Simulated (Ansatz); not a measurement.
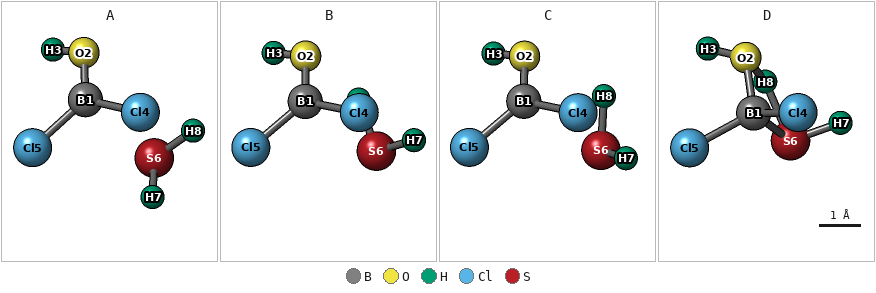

4 geometries from a converged minimum-energy path of BH3SOCl2, made up of BHOCl2 and H2S, shuffled. A ball-and-stick model, seen from a free direction.

All numbers below come from RKS B3LYP-D4/cc-pVDZ in Ansatz 0.2.0. Set-up: 5 movable images; climbing image; force threshold 0.05 eV/Å; iteration limit 60; starting path through a guess of the saddle point.

Which of them lies highest in energy?

D. In order along the path, whose images run from 0 to 6: A (image 0, 0.0 kJ/mol), C (image 2, +0.8 kJ/mol), B (image 3, +3.0 kJ/mol), D (image 5, +113.8 kJ/mol). Breaking: S6–H8 (1.36 → 1.60 at the top → 2.58 Å). Forming: B1–S6 (3.43 → 2.08 at the top → 1.88 Å), O2–H8 (3.57 → 1.30 at the top → 0.98 Å).

Limits of the set-up: the start holds two separate molecules, 3.3 Å apart at their closest, whose relative position is a soft coordinate.
